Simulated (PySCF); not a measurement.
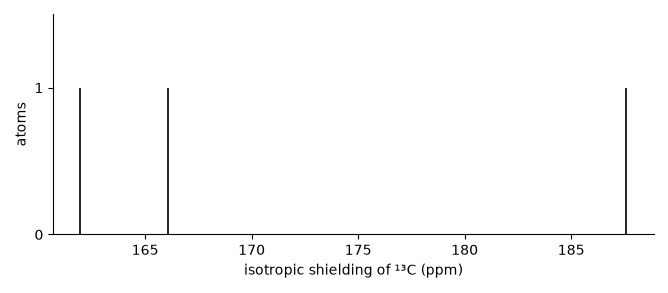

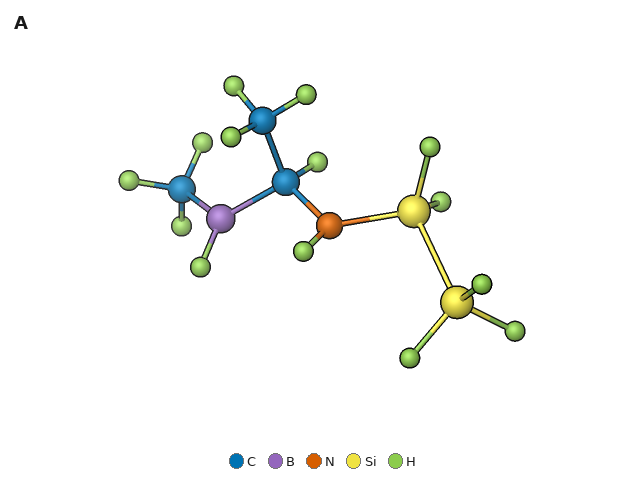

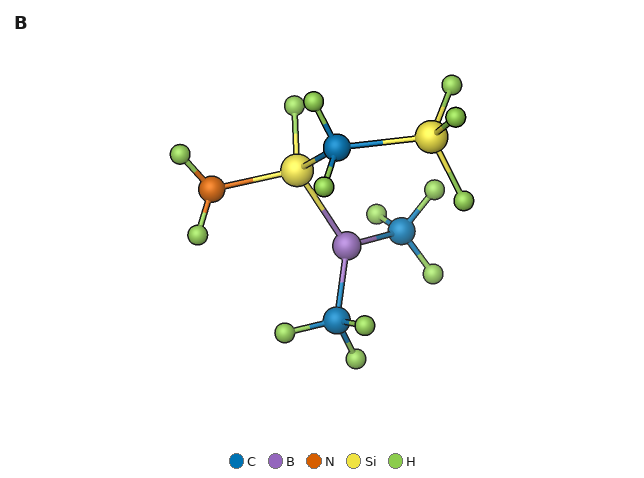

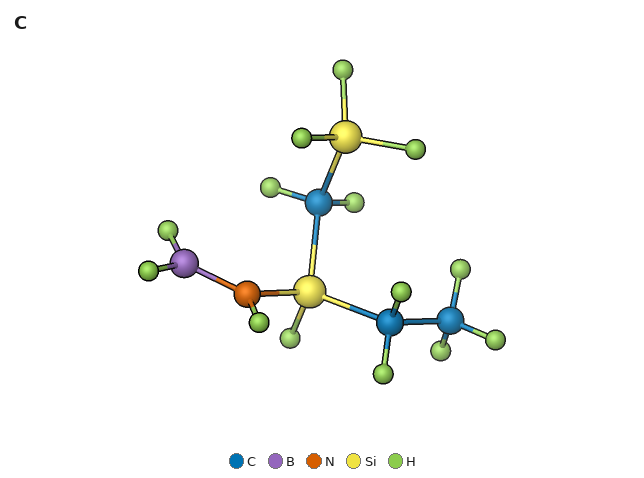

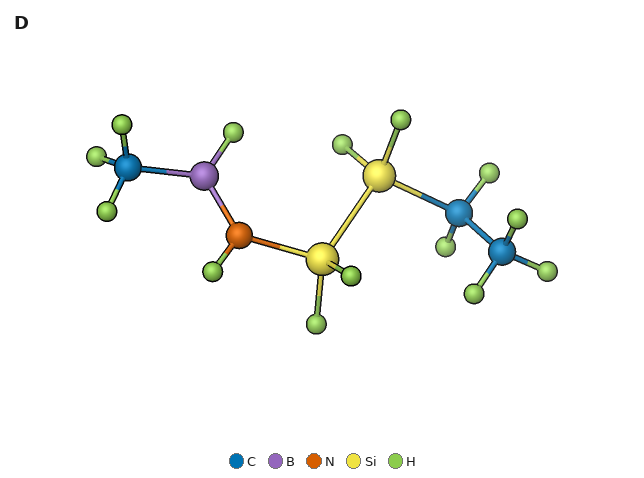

The sticks are computed shieldings of one of the molecules, for one fixed geometry (GFN2-xTB) without averaging over rotations. Low shielding means a high chemical shift. Method: GIAO PBE0/pcSseg-1 NMR shielding, non-relativistic, gas phase (PySCF 2.14.0).

Which molecule gives this pattern?

Answer. B, `CB(C)[Si@@H](N)C[SiH3]`. Its 3 C atoms give lines at 162.0, 166.1, 187.6 ppm.

The geometry is semi-empirical. Around B, Si such bond lengths and angles can be off by a tenth of an ångström or more and by several degrees, and values that hang on the shape move with them.
